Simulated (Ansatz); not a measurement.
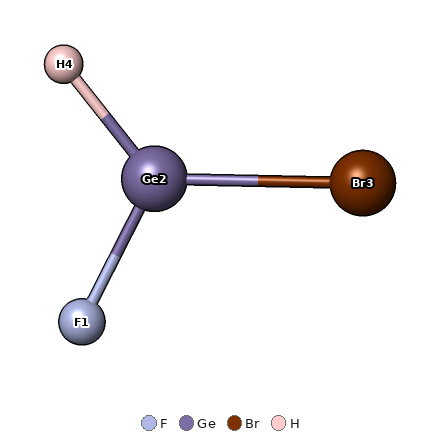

The system is BrFGeH, SMILES [F][GeH+][Br], charge +1; the picture shows the reference structure. 
- First axis: umbrella angle at Ge2 (between each of its bonds and their common axis; 90 is planar). Second axis: change of the bonds Ge2–F1, Ge2–Br3, Ge2–H4, all alike.
- Nothing is relaxed (all other coordinates rigid).
- Grid: 15 × 15 points; 120 points were computed and 105 follow by symmetry.
- Points are written as (first, second).
- Energies: kJ/mol, counted from the lowest grid point.
- Level of theory: Ansatz 0.2.0, RKS PBE-D4/def2-SVP.

Its coordinates:

```xyz
4

F    -1.6724   -0.1826    0.1616
Ge   -0.0094    0.1335   -0.0607
Br    1.3720   -1.4488    0.5987
H     0.3097    1.4979   -0.6996
```

Range: umbrella angle at Ge2 (between each of its bonds and their common axis; 90 is planar) from 66.0 to 114.0°; change of the bonds Ge2–F1, Ge2–Br3, Ge2–H4, all alike from −0.200 to 0.309 Å.

**What will the energy surface look like?**

The lowest grid point is at (90.0°, 0.018 Å). No other kind of well shows on this grid. The highest grid point, (66.0°, −0.200 Å), lies 328 kJ/mol above the lowest. Round the minimum the two coordinates are nearly uncoupled.

```tsv
second ↓, first →	66.0	69.4	72.9	76.3	79.7	83.1	86.6	90.0	93.4	96.9	100.3	103.7	107.1	110.6	114.0
0.309	242	228	216	206	198	192	188	187	188	192	198	206	216	228	242
0.272	213	198	184	173	165	159	155	153	155	159	165	173	184	198	213
0.236	187	170	155	144	134	128	123	122	123	128	134	144	155	170	187
0.200	162	144	128	116	106	98	94	93	94	98	106	116	128	144	162
0.163	139	120	103	90	79	71	67	65	67	71	79	90	103	120	139
0.127	121	100	82	68	56	48	43	41	43	48	56	68	82	100	121
0.091	107	85	66	50	38	29	24	22	24	29	38	50	66	85	107
0.054	98	75	54	37	24	15	10	8	10	15	24	37	54	75	98
0.018	96	71	49	32	18	8	2	0	2	8	18	32	49	71	96
−0.018	103	76	52	34	19	9	2	0	2	9	19	34	52	76	103
−0.054	119	90	65	45	30	18	12	9	12	18	30	45	65	90	119
−0.091	147	116	90	68	52	40	33	31	33	40	52	68	90	116	147
−0.127	189	156	128	105	88	75	68	65	68	75	88	105	128	156	189
−0.163	247	212	182	158	140	126	118	116	118	126	140	158	182	212	247
−0.200	328	290	258	232	213	199	190	188	190	199	213	232	258	290	328
```

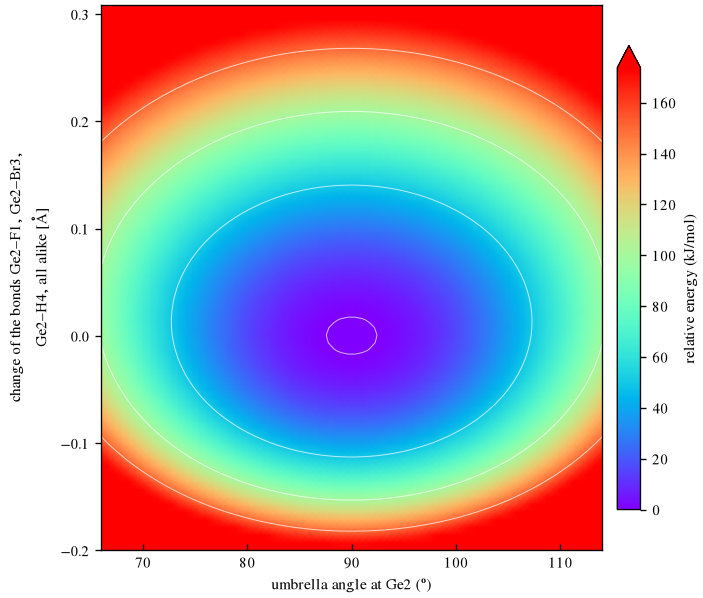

In the figure: a smooth colour map with a few white contour lines, one colour for all values above the top of the scale. Between grid points the surface is interpolated.

The whole map (120 points run) took 11 min on 1 thread of Arm Neoverse N1, with other jobs on the host.
